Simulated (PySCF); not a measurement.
Consider C4H8OPSi (doublet).

```json
{"atom": "C", "x (Å)": "1.6361", "y (Å)": "-1.0496", "z (Å)": "-1.0873"}
{"atom": "C", "x (Å)": "0.5113", "y (Å)": "-0.7049", "z (Å)": "-0.4975"}
{"atom": "O", "x (Å)": "-0.6990", "y (Å)": "-1.3530", "z (Å)": "-0.6783"}
{"atom": "Si", "x (Å)": "-1.6223", "y (Å)": "-0.2965", "z (Å)": "0.2457"}
{"atom": "P", "x (Å)": "-2.6998", "y (Å)": "-1.2454", "z (Å)": "1.9297"}
{"atom": "C", "x (Å)": "0.1693", "y (Å)": "0.4047", "z (Å)": "0.4597"}
{"atom": "C", "x (Å)": "0.4929", "y (Å)": "1.8044", "z (Å)": "-0.0256"}
{"atom": "H", "x (Å)": "2.5413", "y (Å)": "-0.5022", "z (Å)": "-0.9005"}
{"atom": "H", "x (Å)": "1.6822", "y (Å)": "-1.8824", "z (Å)": "-1.7653"}
{"atom": "H", "x (Å)": "-2.4674", "y (Å)": "0.5143", "z (Å)": "-0.6268"}
{"atom": "H", "x (Å)": "-1.8974", "y (Å)": "-2.3831", "z (Å)": "1.9282"}
{"atom": "H", "x (Å)": "0.6184", "y (Å)": "0.2351", "z (Å)": "1.4407"}
{"atom": "H", "x (Å)": "0.0741", "y (Å)": "1.9723", "z (Å)": "-1.0154"}
{"atom": "H", "x (Å)": "1.5714", "y (Å)": "1.9455", "z (Å)": "-0.0842"}
{"atom": "H", "x (Å)": "0.0847", "y (Å)": "2.5488", "z (Å)": "0.6551"}
```

Geometry: GFN2-xTB.

Theory: UKS B3LYP, pcH-1 on C H O P Si, non-relativistic, mean-field spin-orbit, GIAO in PySCF 2.14.0, density-fitted response routines.

Question: Predict the electron density, electron localisation function and spin density between the atoms.

Answer: C–C (1.32 Å): the density is about 2.4 e/Å³ at the midpoint; the ELF peaks at about 0.95 between the atoms (a multiple bond).
C–O (1.38 Å): ρ is about 2.2 e/Å³ halfway, with its minimum of 1.9 e/Å³ about 0.5 Å from C; the ELF peaks at about 0.90 between the atoms; a polar covalent bond.
Si–O (1.68 Å): ρ at the midpoint is about 1.1 e/Å³; the ELF peaks at about 0.85 between the atoms; a polar covalent bond.
C–Si (1.94 Å): the density is about 0.85 e/Å³ at the midpoint; the ELF peaks at about 0.95 between the atoms: localised, covalent bonding.
The unpaired spin (1 electron) lies mostly on P5 (about 0.8), in electrons by Hirshfeld's partition.

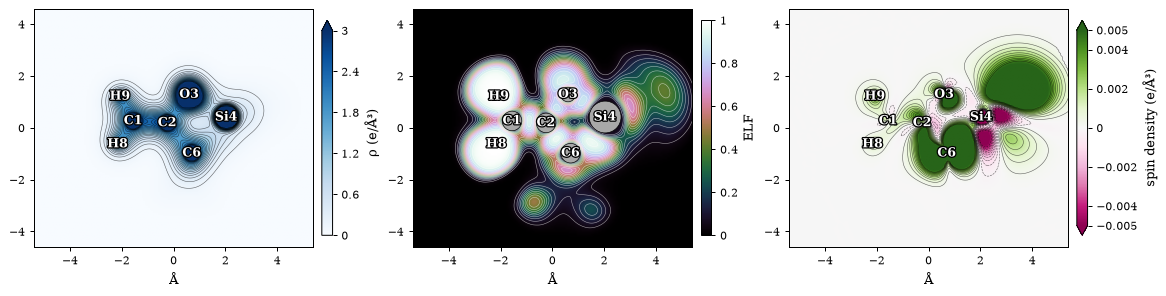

Computed electron density, electron localisation function and spin density on the plane of atoms C1, C2 and C6, in this order. Grey discs cover the atomic cores in the ELF map. 
